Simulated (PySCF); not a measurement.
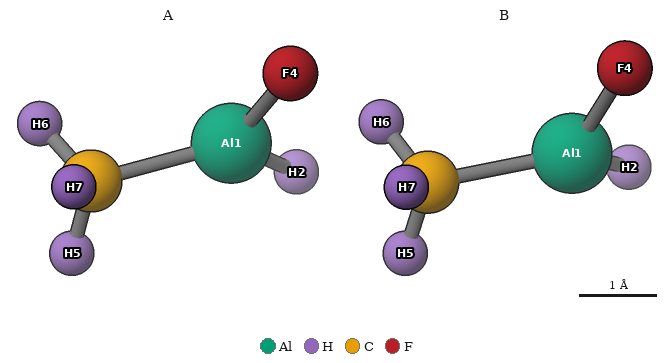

Two geometries of CH4AlF, drawn at one scale. One is the start of a relaxation, the other its converged end. Style: ball-and-stick. Shown from a free direction.

The calculation used RKS PBE0-D4/def2-TZVP, density fitting (PySCF). 

### Which of the two is the end point?

Structure A is the relaxed one. It is one of the separated reactants of a reaction. The atom that moves furthest after the best rigid fit is the Al atom (0.17 Å). By element the largest moves are Al 0.17 Å, H 0.09 Å, F 0.08 Å, C 0.02 Å. Among the contacts that change: Al–F 1.675 → 1.654 Å, Al–C 1.952 → 1.938 Å, Al–H 1.590 → 1.580 Å. Among the angles between lasting bonds that change: H–Al–C 123.2° → 126.0°. Over 9 geometry steps the energy falls by 0.112 eV. Cost: 110 s on 4 threads of Intel Xeon @ 2.50GHz, with other jobs on the host.
